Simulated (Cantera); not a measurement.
A closed system holds: 1 mol Al(CH₃)₃, a varied amount of O₂, 220 mol N₂, at 1252 °C and 13300 Pa.

Cantera equilibrium calculation (NASA polynomials, part measured and part estimated; ideal gas, pure solids and liquids). Candidate condensed phases: Al, AlN, Al₂O₃, C, C₆H₆, C₇H₈, C₈H₁₈, H₂O; 148 gas species. The feed counts by its element totals alone. Mutual solubility and eutectic melting of coexisting phases are not modelled. The numbers say what is thermodynamically allowed, not how fast it happens.

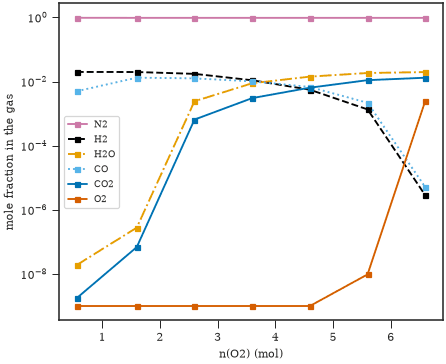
Equilibrium gas composition (values under 1e-9 drawn at 1e-9)

Question: Read off the mole fractions at 5.6 mol O₂.

Answer: N₂ about 0.97, H₂O about 0.018, CO₂ about 0.011, CO about 0.0022, H₂ about 0.0013.
